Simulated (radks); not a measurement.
# Mo³⁺ in [Kr] 4d3: an all-electron calculation

Aim: the levels, the sizes of the orbitals and the parts of the energy of the molybdenum ion Mo3+.

Program: radks (a radial shooting solver on a logarithmic mesh, Libxc functionals) version 1. Level of theory: scalar-relativistic Kohn-Sham, exchange-only B88, spin-polarised, spherical densities, finite nucleus; open shells are filled with parallel spins first. These are calculated values, not measurements, unless marked.

### 1 What is computed

```
element            : molybdenum (Z = 42)
charge             : +3
electrons          : 39
configuration      : [Kr] 4d3
nuclear rms radius : 4.4091 fm
```

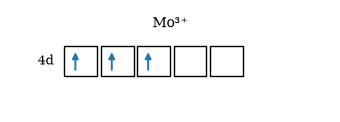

The shells outside the core, filled by Hund's rule for the drawing.

### 2 The calculation

Settings of this run:

```text
Z 42
configuration [Kr] 4d3 5s0 5p0 4f0 5d0
relativity scalar-relativistic
functional b88,
spin polarised
nucleus finite rms 4.4091 fm
c 137.035999084
```

What does the calculation give?

**Answer**, as computed:

```
                        quantity                   value
                    total energy     -4045.39836 hartree
exchange-correlation share of it                  2.99 %
                            −T/E                  1.0316
          highest occupied level       4d up, -32.986 eV
    most extended occupied level  4d up, <r> = 1.62 bohr
 radius at density 0.001 e/bohr³               3.30 bohr
    maxima of the radial density                       4
         ionisation energy, NIST     40.3 (semi-emp.) eV
```

4 principal shells are occupied and 4 maxima appear in the radial density. −T/E is 1.032: with relativity the kinetic term as defined here no longer equals −E. Minus the highest eigenvalue, 32.986 eV, is 82 % of the tabulated ionisation energy (40.3 eV); the potential of a semilocal functional falls off too fast, so its top eigenvalue is too shallow. Open shells are spherical and high-spin; term and fine-structure splittings are not resolved.
